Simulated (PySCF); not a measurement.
# Rh₂S: relaxation and vibrations of the singlet

Where does singlet Rh₂S go from a linear start, is the end point a minimum, and what are its modes, charges and moments?

Program: PySCF 2.14.0. Level of theory: PBE0, basis S def2-TZVP, Rh def2-TZVP with ECP28, scalar-relativistic core potentials, no spin–orbit coupling, density fitting. These are calculated values, not measurements.

## 1. The system as given

3 atoms, charge 0, spin multiplicity 1.

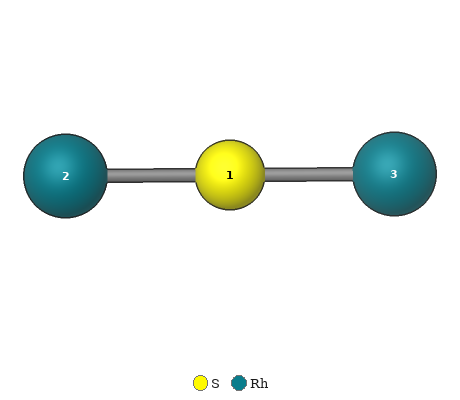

Start geometry, drawn with sulfur yellow, rhodium blue; atoms are numbered from 1 in the order of the file.

```xyz
3
charge 0 multiplicity 1
S     0.0000    0.0000    0.0000
Rh    0.0000    0.0000    2.2800
Rh    0.0000    0.0000   -2.2800
```

## 2. First SCF at the start

The steps below are one call of a driver around PySCF. For each, scf.py gives the equivalent set-up of the SCF; relaxations use the driver's own optimiser. After this first run the driver tries any further starts and a stability analysis.

Contents of scf.py:

```python
from pyscf import gto, scf, dft
mol = gto.M(atom='''
S      0.000000     0.000000     0.000000
Rh     0.000000     0.000000     2.280000
Rh     0.000000     0.000000    -2.280000''',
    basis={'S': 'def2-TZVP', 'Rh': 'def2-TZVP'},
    ecp={'Rh': 'def2-TZVP'},
    charge=0, spin=0)
mf = dft.RKS(mol, xc='PBE0')
mf.grids.atom_grid = (50, 194)
aux = {'S': 'def2-universal-JKFIT', 'Rh': 'def2-universal-JKFIT'}
mf = mf.density_fit(auxbasis=aux)
mf.conv_tol = 1e-08
mf.diis_space = 10
mf.max_cycle = 60
mf.init_guess = 'minao'
mf.verbose = 4
mf.kernel()
```

On the command line:

```sh
$ OMP_NUM_THREADS=2 python axn.py task.json out
```

What it wrote, shortened:

```text
[... the frontier levels of the middle cycles are left out ...]
init E= -601.992280428665
  HOMO = -0.83682715368721  LUMO = -0.788603106804861  gap/eV = 1.31224
cycle= 1 E= -615.66037091677  delta_E= -13.7  |g|= 3.94  |ddm|= 6.39
  HOMO = 0.0388449298124391  LUMO = 0.0541219742798674  gap/eV = 0.41571
cycle= 2 E= -581.98637860168  delta_E= 33.7  |g|= 9.62  |ddm|=   12
  HOMO = -0.161805970448899  LUMO = -0.122673329993024  gap/eV = 1.06485
cycle= 3 E= -618.278874404126  delta_E= -36.3  |g|= 1.48  |ddm|= 11.6
cycle= 4 E= -617.615852895696  delta_E= 0.663  |g|= 2.44  |ddm|= 2.78
cycle= 5 E= -618.528301842699  delta_E= -0.912  |g|= 1.45  |ddm|= 1.02
cycle= 6 E= -618.905166734616  delta_E= -0.377  |g|= 0.76  |ddm|= 0.567
cycle= 7 E= -619.03219200334  delta_E= -0.127  |g|= 0.308  |ddm|= 0.34
cycle= 8 E= -619.054891154596  delta_E= -0.0227  |g|= 0.0668  |ddm|= 0.167
cycle= 9 E= -619.05596020979  delta_E= -0.00107  |g|= 0.0134  |ddm|= 0.0394
cycle= 10 E= -619.055990338845  delta_E= -3.01e-05  |g|= 0.00514  |ddm|= 0.00518
cycle= 11 E= -619.055997188155  delta_E= -6.85e-06  |g|= 0.00115  |ddm|= 0.00338
cycle= 12 E= -619.055997361437  delta_E= -1.73e-07  |g|= 0.000717  |ddm|= 0.000808
cycle= 13 E= -619.055997472607  delta_E= -1.11e-07  |g|= 7.76e-06  |ddm|= 0.000383
cycle= 14 E= -619.055997472652  delta_E= -4.52e-11  |g|= 1.97e-06  |ddm|= 2.38e-05
  HOMO = -0.19426508921892  LUMO = -0.128555850016326  gap/eV = 1.78804
Extra cycle  E= -619.055997472642  delta_E= 9.78e-12  |g|= 6.95e-06  |ddm|= 6.06e-06
converged SCF energy = -619.055997472642
```

This step, with its further starts and checks, took 28 s on 2 threads of AMD EPYC (Zen 3), shared host.

The starts that the driver tried:

```
                      start  energy (Eh)
    the minimal-basis guess  -619.055997
a thermally smeared density  -619.055997
      a smeared PBE density  -619.055997
```

No lower closed-shell solution turned up from the other starts or in the test of internal stability.

## 3. Relaxation: linear start, singlet

The program finds D∞h symmetry in the start, which this walk keeps. Threshold on the gradient: 0.0003 Eh/bohr, with a further test on the energy change.

scf.py: that of step 2 with these lines changed.

```diff
@@ -16 +15,0 @@
-mf.init_guess = 'minao'
```

Steps of the walk:

```
step  energy (Eh)  change (kJ/mol)  largest symmetric gradient (Eh/bohr)
   0  -619.055997             0.00                               0.07428
   1  -619.094157          -100.19                               0.05827
   2  -619.107138          -134.27                               0.06063
   3  -619.115761          -156.91                               0.01505
   4  -619.116619          -159.16                               0.00365
   5  -619.116667          -159.29                               0.00033
   6  -619.116667          -159.29                               0.00001
```

The walk took 43 s.

Positions (Å) and forces (eV/Å) along the way:

```
step 0
S    0.000   0.000   0.000   0.000   0.000   0.002
Rh   0.000   0.000   2.280   0.000   0.000  -3.821
Rh   0.000   0.000  -2.280   0.000   0.000   3.819
step 1
S    0.000   0.000   0.000   0.000   0.000   0.001
Rh   0.000   0.000   2.131   0.000   0.000  -2.997
Rh   0.000   0.000  -2.131   0.000   0.000   2.996
step 3
S    0.000   0.000   0.000   0.000   0.000   0.000
Rh   0.000   0.000   1.988   0.000   0.000  -0.774
Rh   0.000   0.000  -1.988   0.000   0.000   0.774
step 6
S    0.000   0.000   0.000   0.000   0.000  -0.001
Rh   0.000   0.000   1.957   0.000   0.000   0.000
Rh   0.000   0.000  -1.957   0.000   0.000   0.001
```

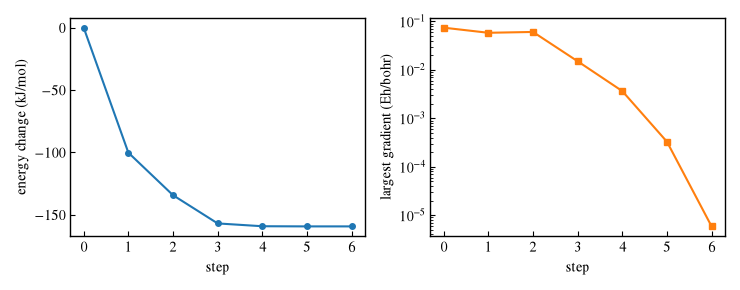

How energy and gradient fall.

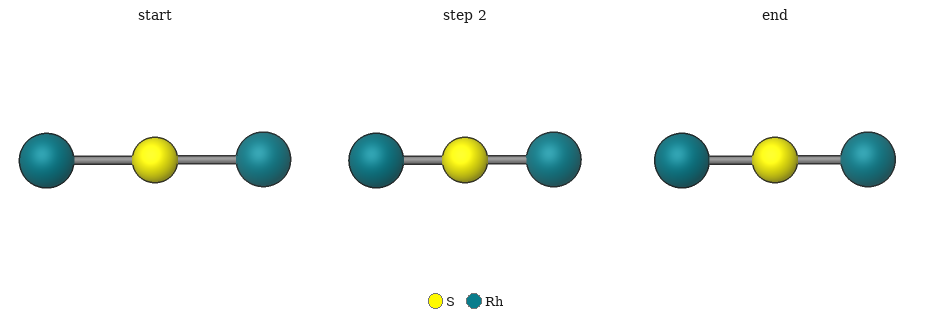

The geometry along the walk, at one scale.

It settles in D∞h symmetry, 159.3 kJ/mol below the start, after 6 steps: S–Rh 1.957 Å (×2); Rh–S–Rh 180.0°.

## 4. Hessian and properties

The point is checked on the finer grid, and tightened if its gradient asks for it. The Hessian and the dipole derivatives come from central differences of analytic gradients, with steps of 0.02 bohr.

scf.py: that of step 3 with these lines changed.

```diff
@@ -4,2 +4,2 @@
-Rh     0.000000     0.000000     2.280000
-Rh     0.000000     0.000000    -2.280000''',
+Rh    -0.000000     0.000000     1.956772
+Rh     0.000000    -0.000000    -1.956772''',
@@ -10 +10 @@
-mf.grids.atom_grid = (50, 194)
+mf.grids.atom_grid = (75, 302)
@@ -13 +13 @@
-mf.conv_tol = 1e-08
+mf.conv_tol = 1e-10
```

The driver hands on the density of the step before, so the log starts near convergence.

Log of the central SCF (cycles and frontier levels):

```text
init E= -619.116739845963
  HOMO = -0.183380804854879  LUMO = -0.106514820087444  gap/eV = 2.09163
cycle= 1 E= -619.116739845945  delta_E= 1.85e-11  |g|= 9.8e-06  |ddm|= 1.04e-05
  HOMO = -0.18338087419957  LUMO = -0.10651519036475  gap/eV = 2.09162
Extra cycle  E= -619.116739845586  delta_E= 3.59e-10  |g|= 4.32e-05  |ddm|= 3.39e-05
converged SCF energy = -619.116739845586
```

The whole step took 49 s.

Geometry: D∞h; S–Rh 1.957 Å (×2); Rh–S–Rh 180.0°.

Harmonic modes (main isotopes):

| symmetry | ω (cm⁻¹) | IR (km/mol) | μ (u) |
| --- | --- | --- | --- |
| πu | 106 | 43.6 | 35.24 |
| σg+ | 268 | 0.0 | 102.91 |
| σu+ | 785 | 0.2 | 35.24 |

Every mode is real; the point is a minimum.

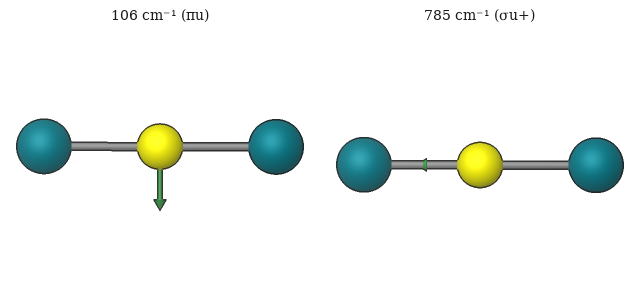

Displacements of 2 of the modes, as arrows (one member where a mode is degenerate).

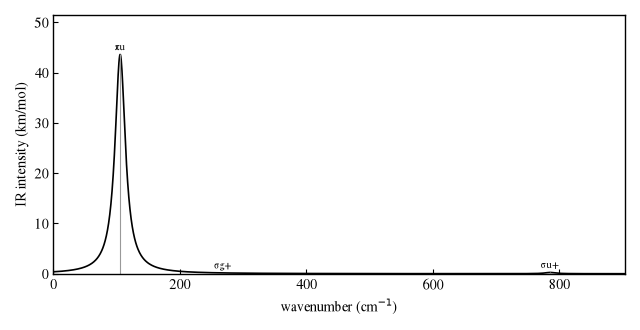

The harmonic infrared spectrum (widths in cm⁻¹). Lines are broadened to a width of 20 cm⁻¹ (Lorentzian).

Constants and moments:

```yaml
Dipole_moment: 0.00 D
Highest_occupied_level: -4.99 eV
Lowest_empty_level: -2.90 eV
Rotational_constants: 0.02139 cm⁻¹
Zero-point_energy: 7.6 kJ/mol
Principal_polarisabilities: 73.4, 73.4, 186.9 bohr³
Atomisation_energy_without_zero-point_energy: 485 kJ/mol
Principal_traceless_quadrupole_moments_about_the_centre_of_mass: -11.23, -11.23, 22.46 D Å
Entropy_at_298.15_K_and_1_bar: 291.6 J/(mol K)
Heat_capacity_Cp_at_298.15_K: 55.4 J/(mol K)
Enthalpy_at_298.15_K_above_0_K: 13.91 kJ/mol
Rotational_symmetry_number: 2
```

Populations by atom (charges in e):

```
 atom  Mulliken  Löwdin  polar tensor  Mayer order to S1
   S1     -0.04    0.47         -0.50                  –
Rh2,3      0.02   -0.23          0.25               1.92
```

Mulliken populations on S1: s 6.06, p 9.57, d 0.38, f 0.04.

## 5. The broken-symmetry singlet

A stability analysis found the closed shell of the lowest minimum unstable towards spin polarisation, so the unrestricted solution is followed.

The program finds D∞h symmetry in the start, which may break. The walk stops when the largest gradient is under 0.0003 Eh/bohr and the energy has settled too.

scf.py: that of step 4 with these lines changed.

```diff
@@ -9,2 +9,2 @@
-mf = dft.RKS(mol, xc='PBE0')
-mf.grids.atom_grid = (75, 302)
+mf = dft.UKS(mol, xc='PBE0')
+mf.grids.atom_grid = (50, 194)
@@ -13 +13 @@
-mf.conv_tol = 1e-10
+mf.conv_tol = 1e-08
```

Steps of the walk:

```
step  energy (Eh)  change (kJ/mol)  largest gradient (Eh/bohr)
   0  -619.117589             0.00                     0.00424
   1  -619.117652            -0.16                     0.00138
   2  -619.117659            -0.18                     0.00003
```

The walk took 27 s.

Geometry (Å) and forces (eV/Å) at some steps:

```
step 0
S    0.000   0.000   0.000   0.000   0.000   0.000
Rh   0.000   0.000   1.957   0.000   0.000   0.218
Rh   0.000   0.000  -1.957   0.000   0.000  -0.218
step 1
S    0.000   0.000   0.000   0.000   0.000   0.000
Rh   0.000   0.000   1.963   0.000   0.000   0.071
Rh   0.000   0.000  -1.963   0.000   0.000  -0.071
step 2
S    0.000   0.000   0.000   0.000   0.000   0.000
Rh   0.000   0.000   1.965   0.000   0.000   0.002
Rh   0.000   0.000  -1.965   0.000   0.000  -0.002
```

End point (D∞h, 2 steps, 0.2 kJ/mol gained): S–Rh 1.965 Å (×2); Rh–S–Rh 180.0°.

## 6. Frequencies

The same treatment as at the point before.

scf.py: that of step 5 with these lines changed.

```diff
@@ -4,2 +4,2 @@
-Rh    -0.000000     0.000000     1.956772
-Rh     0.000000    -0.000000    -1.956772''',
+Rh    -0.000000     0.000000     1.965571
+Rh     0.000000    -0.000000    -1.965571''',
@@ -10 +10 @@
-mf.grids.atom_grid = (50, 194)
+mf.grids.atom_grid = (75, 302)
@@ -13 +13 @@
-mf.conv_tol = 1e-08
+mf.conv_tol = 1e-10
```

Log of the central SCF (cycles and frontier levels):

```text
init E= -619.117734299858
[... the frontier-level lines of each cycle are left out ...]
cycle= 1 E= -619.117734299856  delta_E= 1.36e-12  |g|= 5.19e-06  |ddm|= 6.62e-06
Extra cycle  E= -619.117734299768  delta_E= 8.8e-11  |g|= 1.66e-05  |ddm|= 1.61e-05
converged SCF energy = -619.117734299768  <S^2> = 0.50440678  2S+1 = 1.7371319
```

The whole step took 2.9 min on 2 threads of AMD EPYC (Zen 3), shared host.

Geometry: D∞h; S–Rh 1.966 Å (×2); Rh–S–Rh 180.0°.

Modes, for the most abundant isotopes:

```json
{"ω (cm⁻¹)": "68", "IR (km/mol)": "13.2", "μ (u)": "35.24"}
{"ω (cm⁻¹)": "87", "IR (km/mol)": "20.8", "μ (u)": "35.24"}
{"ω (cm⁻¹)": "254", "IR (km/mol)": "0.0", "μ (u)": "102.91"}
{"ω (cm⁻¹)": "770", "IR (km/mol)": "0.0", "μ (u)": "35.24"}
```

All wavenumbers are real: a minimum.

The SCF density has lower symmetry than the nuclear frame, so the modes carry no labels; pairs that should be degenerate can split.

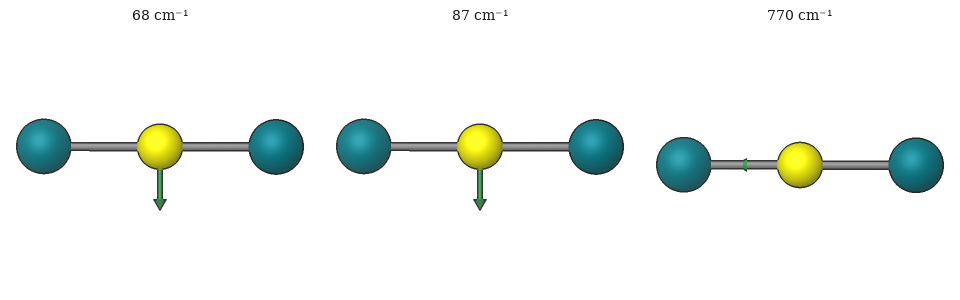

How the atoms move in 3 of the modes.

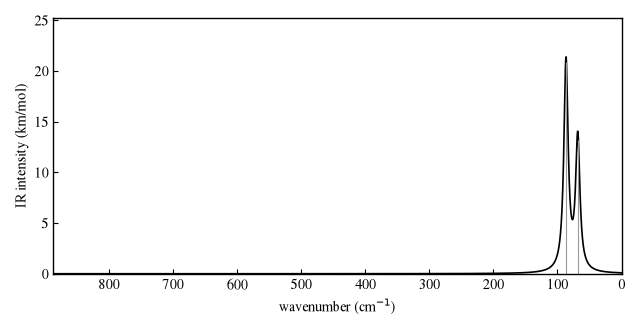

The harmonic infrared spectrum (widths in cm⁻¹). Lines are broadened to a width of 8 cm⁻¹ (Lorentzian).

Properties at this point:

- Dipole moment: 0.00 D
- Highest occupied level: -5.06 eV
- Lowest empty level: -2.86 eV
- Rotational constants: 0.0212 cm⁻¹
- Zero-point energy: 7.0 kJ/mol
- Principal polarisabilities: 71.1, 75.3, 187.5 bohr³
- Atomisation energy without zero-point energy: 488 kJ/mol
- Principal traceless quadrupole moments about the centre of mass: -11.21, -10.67, 21.88 D Å
- Entropy at 298.15 K and 1 bar: 297.4 J/(mol K)
- Heat capacity Cp at 298.15 K: 55.8 J/(mol K)
- Enthalpy at 298.15 K above 0 K: 14.26 kJ/mol
- Rotational symmetry number: 2
- Spin squared ⟨S²⟩: 0.504

Populations by atom (charges in e):

| atom | Mulliken | Löwdin | polar tensor | spin (Mulliken) | Mayer order to S1 |
| --- | --- | --- | --- | --- | --- |
| S1 | -0.08 | 0.47 | -0.46 | 0.00 | – |
| Rh2,3 | 0.04 | -0.23 | 0.23 | 0.00 | 1.85 |

Mulliken populations on S1: s 6.05, p 9.62, d 0.37, f 0.04.

## 7. All stationary points

| spin | group | bonds | imaginary modes (cm⁻¹) | ΔE (kJ/mol) | with zero-point energy |
| --- | --- | --- | --- | --- | --- |
| broken-symmetry (Ms = 0) | D∞h (density of lower symmetry) | S–Rh 1.966 Å (×2) | none | 0.0 | 0.0 |
| singlet | D∞h | S–Rh 1.957 Å (×2) | none | 2.6 | 3.1 |

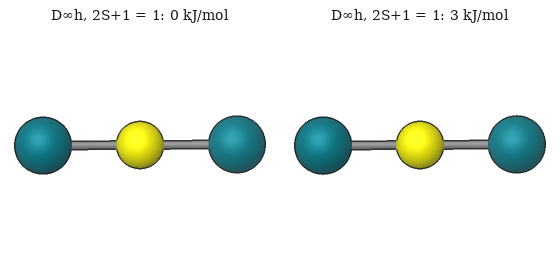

The points, lowest first (sulfur yellow, rhodium blue).

## 8. What came out

| quantity | value |
| --- | --- |
| minimum | broken-symmetry (Ms = 0), D∞h |
| geometry | S–Rh 1.966 Å (×2); Rh–S–Rh 180.0° |
| wavenumbers (cm⁻¹) | 68, 87, 254, 770 |
| dipole moment | 0.00 D |
| highest occupied, lowest empty level (either spin) | -5.06, -2.86 eV |
| polar-tensor charge of S1 | -0.46 e |
| zero-point energy | 7.0 kJ/mol |
| entropy at 298.15 K | 297.4 J/(mol K) |
| atomisation energy (no zero-point energy) | 488 kJ/mol |
| ⟨S²⟩ | 0.504 |

What this shows: The linear start keeps its D∞h symmetry and ends in a minimum. The determinant is spin-contaminated (⟨S²⟩ = 0.50 against 0.00), so it is no pure spin state. In the infrared the band at 87 cm⁻¹ leads. The dipole vanishes although S1 carries -0.5 e by the polar tensor: the bond dipoles cancel. Other starts or spin states, not run here, may lie lower. The SCF density has lower symmetry than the nuclear frame.

The search up to here took 5.7 min.
